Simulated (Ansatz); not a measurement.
## Electronic structure of CH$_{6}$Si···NH$_{3}$ in real space

The calculation's input:

```
crystal:
  periodic: [false, false, false]
  atoms:
    - { symbol: Si, position_ang: [-0.050427, 0.159655, -0.009998] }
    - { symbol: H, position_ang: [-0.225016, 0.094725, 1.449521] }
    - { symbol: H, position_ang: [1.398238, 0.252385, -0.324468] }
    - { symbol: C, position_ang: [-0.969516, 1.661389, -0.680311] }
    - { symbol: H, position_ang: [-2.051722, 1.518345, -0.587085] }
    - { symbol: H, position_ang: [-0.704427, 2.566473, -0.123274] }
    - { symbol: H, position_ang: [-0.743167, 1.837501, -1.738154] }
    - { symbol: H, position_ang: [-0.615839, -1.074777, -0.620009] }
    - { symbol: "N", position_ang: [1.325936, -2.180856, 1.350861] }
    - { symbol: H, position_ang: [0.839255, -2.549202, 0.541751] }
    - { symbol: H, position_ang: [2.149948, -1.690135, 1.022002] }
    - { symbol: H, position_ang: [0.707539, -1.485501, 1.799464] }
basis:
  gaussian: { orbitals: "6-31G*" }
hamiltonian:
  xc: pbe0
relax:
  f_tol: 0.03
  max_steps: 50
output:
  orbitals: {}
```

Run with:

```sh
ansatz run input.yaml --threads 1 --pin off --max-ram 2048MiB --backend cpu --events-out ev --progress --plain --runs-dir out
```

The fields are those of the run's last geometry, not of the input's.

Computed with RKS PBE0/6-31G* in Ansatz.

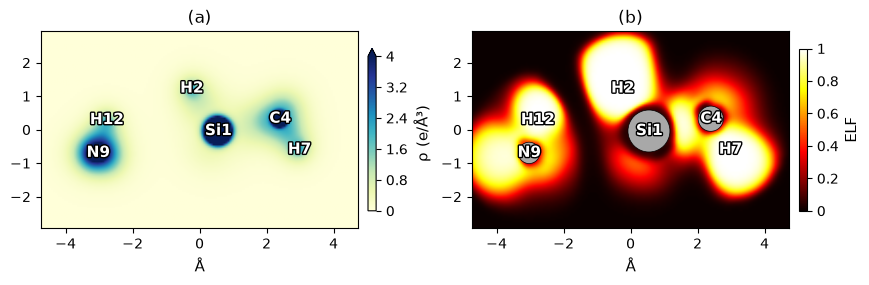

Figure 1. (a) electron density; (b) ELF on the plane of atoms Si1, C4 and H7. Grey discs cover the atomic cores in the ELF map.

Describe what can be read from this map.

The section cuts through Si, H, C and N sites. Si1···N9 (3.64 Å): the density falls to about 0.04 e/Å³ on the way; the ELF dips to about 0 between them; a weak contact between the two molecules. C–Si (1.88 Å): ρ is about 0.94 e/Å³ halfway; the ELF peaks at about 0.95 between the atoms: localised, covalent bonding. N–H (1.02 Å): the density is about 2.8 e/Å³ at the midpoint; the ELF climbs to about 1 towards the hydrogen, as it does in any bond to H: an ordinary covalent bond to hydrogen. C–H (1.09 Å): the density is about 1.9 e/Å³ at the midpoint; the ELF climbs to about 1 towards the hydrogen: an ordinary covalent bond to hydrogen. Si–H (1.49 Å): ρ at the midpoint is about 0.76 e/Å³; the ELF climbs to about 1 towards the hydrogen. The ELF also peaks beside N9, away from the bonds: lone-pair regions.

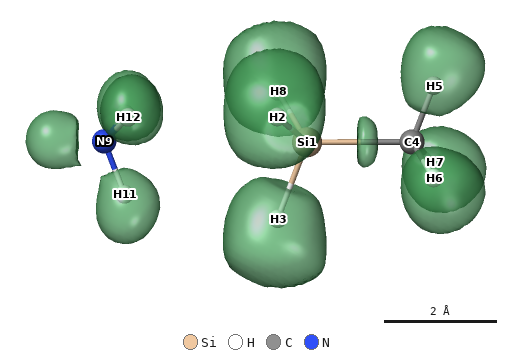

Figure 2. Isosurface of the electron localisation function at 0.9 (green), seen from one side. Core shells and regions of very low density are left out.

Identify the bonds, lone pairs and shells in this picture.

At this value the surface marks out one region between bonded C–Si atoms (shared pairs), nine regions around hydrogen nuclei and one lobe on N, pointing away from the bonds (lone pairs).

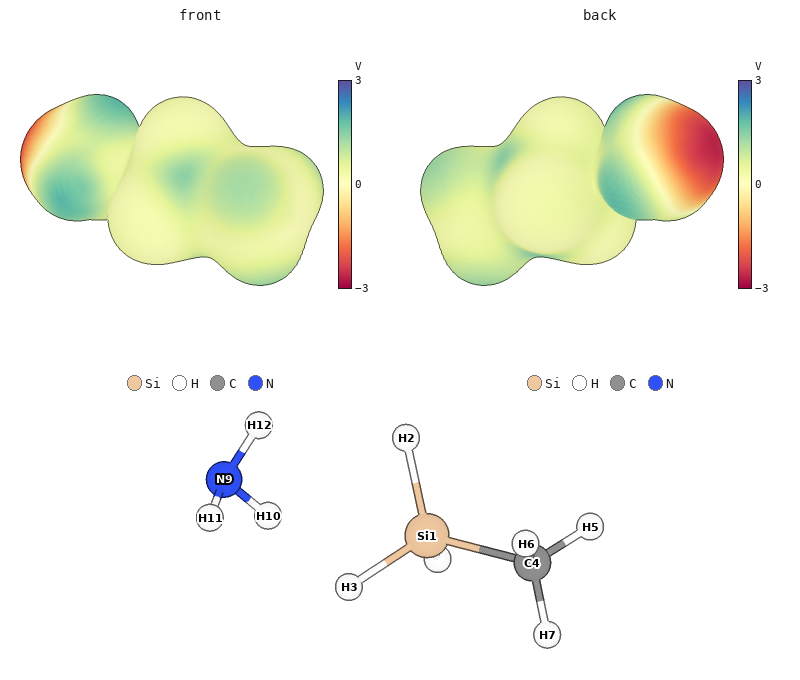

Figure 3. The molecular electrostatic potential painted on the density surface at 0.004 e/bohr³, seen from the front and from behind; red is negative and blue positive. The bare structure is drawn below in the same view.

Describe the electrostatic potential map.

The most negative region (about −2.6 V) lies over N9, the most positive (about +1.8 V) over H10, H11 and H12. N9 is the likeliest acceptor of a hydrogen bond.

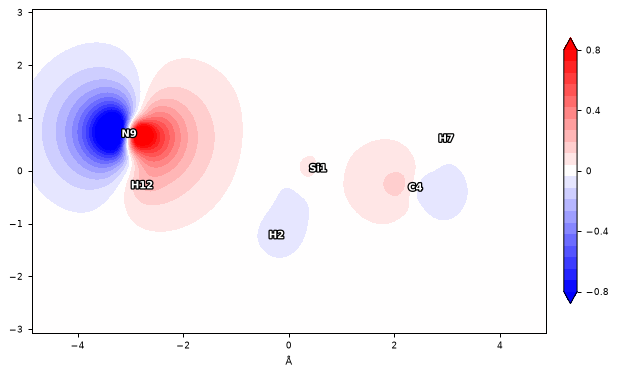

Figure 4. The HOMO on the plane of atoms H2, Si1 and C4 (values in Å⁻³ᐟ²; the overall sign is arbitrary).

Where does this orbital lie, and at what energy?

By Hirshfeld shares it lies mainly on N9 (about 80 %); largely a lone pair of N9. Its energy is −7.24 eV.
